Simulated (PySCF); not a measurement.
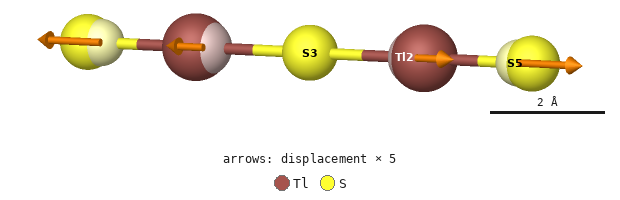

A relaxation of Tl$_{2}$S$_{3}$. The starting structure is drawn faded, the final one solid; orange arrows show the displacements, 5 times their true length. The two geometries are superimposed by the best rigid fit.

The picture is a ball-and-stick view, seen at a tilt.

Level of theory: RKS TPSS, Tl def2-SVP with ECP60, S def2-SVP; non-relativistic Hamiltonian with scalar-relativistic core potentials; density fitting (PySCF).

Input
```
mol = gto.M(atom='''
Tl     0.00000    -0.00000     2.26180
Tl     0.00000     0.00000    -2.26180
S      0.00000     0.00000     0.00000
S      0.00000    -0.00000     4.44470
S      0.00000     0.00000    -4.44470''',
    basis={'Tl': 'def2-SVP', 'S': 'def2-SVP'},
    ecp={'Tl': 'def2-SVP'},
    charge=0, spin=0)
mf = dft.RKS(mol, xc='TPSS')
mf.grids.atom_grid = (50, 194)  # f atoms: at least (60, 302), unpruned
mf = mf.density_fit()  # Tl def2-universal-JKFIT, S def2-universal-JKFIT
mf.conv_tol = 1e-08; mf.max_cycle = 55
mf.kernel(dm0)
# quasi-Newton relaxation in Cartesian coordinates to a largest gradient under 0.00045 Eh/bohr, steps kept in the point group
```

Command:
```bash
OMP_NUM_THREADS=2 python run.py
```

> Which element moves most?

Sulfur: up to 0.27 Å, against 0.16 Å for thallium.

> Describe the change and its energy.

The largest moves after the best rigid fit, 0.27 Å, are those of S4 and S5. Largest moves by element: S 0.27 Å, Tl 0.16 Å. Some distances before and after: Tl1–S3 2.262 → 2.421 Å, Tl1–S4 2.183 → 2.293 Å. The energy falls by 12.6 kcal/mol in 5 geometry steps. The largest force component goes from 2 to 0.002 eV/Å. Cost: 23 s on 2 threads of Arm Neoverse V2, on a shared host, peak memory 0.58 GiB.
